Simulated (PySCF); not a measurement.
Si(CCH)(Me)(OMe)2, C5H10O2Si, SMILES O([Si](C#C)(OC)C)C, singlet at its GFN2-xTB optimised geometry (Å):

```
18

C      1.6164    -0.2812     0.0203
C      0.4146    -0.2680     0.0000
Si    -1.4530    -0.2680     0.0000
C     -2.0920    -1.0735    -1.5882
O     -2.0794     1.2243     0.0000
C     -1.9976     2.2000     0.9986
O     -1.9693    -0.9810     1.3775
C     -1.7276    -2.2826     1.8223
H      2.6690    -0.2878     0.0299
H     -3.1764    -1.1273    -1.5954
H     -1.7072    -2.0843    -1.6847
H     -1.7831    -0.5198    -2.4672
H     -2.6690     3.0143     0.7236
H     -0.9765     2.5812     1.0744
H     -2.2944     1.7921     1.9661
H     -0.6547    -2.4690     1.9116
H     -2.1978    -2.3943     2.8000
H     -2.1535    -3.0143     1.1315
```

Level of theory: PBE0/def2-SVP (PySCF). Cells within 0.4 Å of a nucleus heavier than hydrogen are left out (blank, or x).

Map of the Laplacian of the electron density (e/bohr⁵), clipped to [-1.50, 1.50] on the plane z = 0.0 Å:

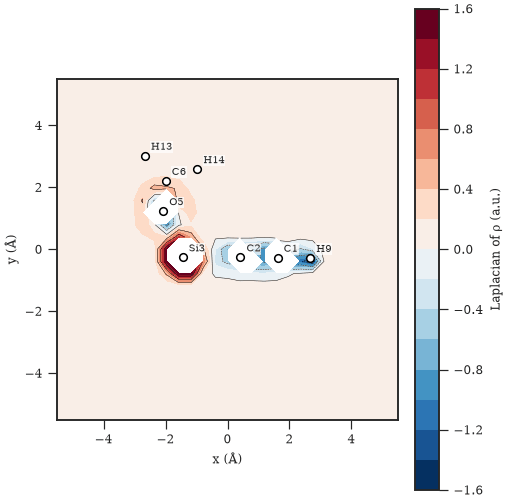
Figure: Laplacian of the electron density (e/bohr⁵), clipped to [-1.50, 1.50] on the plane z = 0.0 Å.
